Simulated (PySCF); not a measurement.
Scan of H₂Te, singlet: map of symmetric stretch and bend. Scanned: Te-H bond length and H-Te-H angle.

Cartesian coordinates as functions of the variables (Å; names that start with a are angles):
```
Te  0  0  0
H  r*sin(a/2)  0  r*cos(a/2)
H  -r*sin(a/2)  0  r*cos(a/2)
```

Method: CCSD(T) on RHF/def2-TZVP, 4 core orbitals frozen, def2 effective core potentials past Kr (PySCF).

Energy in kcal/mol above the lowest grid point; x is the Te-H bond length (Å), y the H-Te-H angle (°).

```
y \ x   1.41  1.49  1.58  1.66  1.74  1.83  1.91  1.99  2.08  2.16  2.24
-----  -----  ----  ----  ----  ----  ----  ----  ----  ----  ----  ----
180    100.3  85.2  79.3  80.8  86.3  89.3  89.2  89.6  90.9  92.4  94.2
170     96.8  80.7  73.1  72.1  73.4  75.8  78.3  81.4  85.3  89.1  93.0
160     87.7  70.0  60.5  57.9  58.7  61.9  66.0  70.9  76.9  82.4  87.8
150     76.2  57.3  46.8  43.9  44.9  49.1  54.4  60.6  68.1  75.0  81.7
140     64.4  44.8  34.0  31.2  32.7  37.7  43.9  51.2  60.0  67.9  75.7
130     53.7  33.8  22.9  20.4  22.3  28.0  35.1  43.2  53.0  61.8  70.4
120     45.0  24.8  13.9  11.6  14.0  20.3  27.9  36.7  47.3  56.7  66.0
110     38.6  18.2   7.4   5.2   7.8  14.6  22.7  31.9  43.0  53.0  62.7
100     35.0  14.3   3.4   1.3   4.0  11.0  19.3  28.9  40.3  50.6  60.6
90      34.4  13.4   2.2   0.0   2.7   9.7  18.1  27.7  39.2  49.6  59.8
80      37.2  15.8   4.2   1.6   4.0  10.7  19.0  28.5  39.9  50.2  60.3
70      43.7  21.6   9.3   6.2   8.1  14.3  22.2  31.3  42.4  52.4  62.2
```

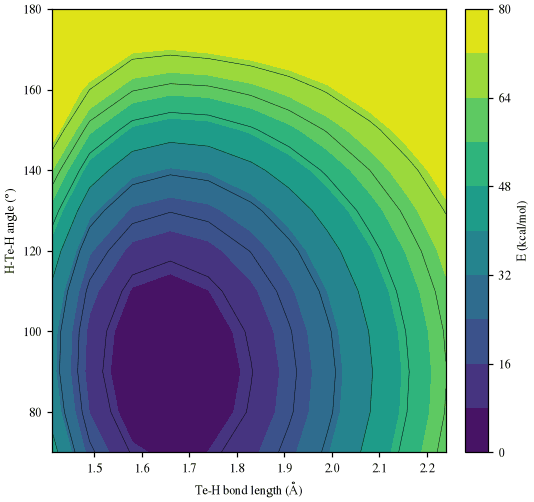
Figure. Energy surface, cut off at 80 kcal/mol.

Points that lie below all their neighbours on the grid: x = 1.66, y = 90 (0.0 kcal/mol).
